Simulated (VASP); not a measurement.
Band structure of Ru (space group P6_3/mmc). Calculation: PBE GGA, VASP's PBE PAW potentials (set 64) (plane waves; VASP).

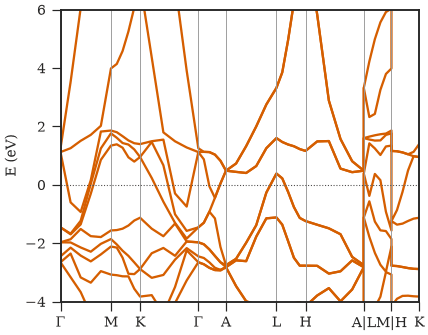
Figure. Bands along high-symmetry lines, zero at the valence-band maximum or, without a gap, the Fermi level

Problem. Read the plot: is there a gap, and where are the band edges?

Solution. It has no gap at this level: it comes out as a metal or semimetal.

The structure is a typed Ru crystal (P6_3/mmc). The cell was not relaxed at this level.
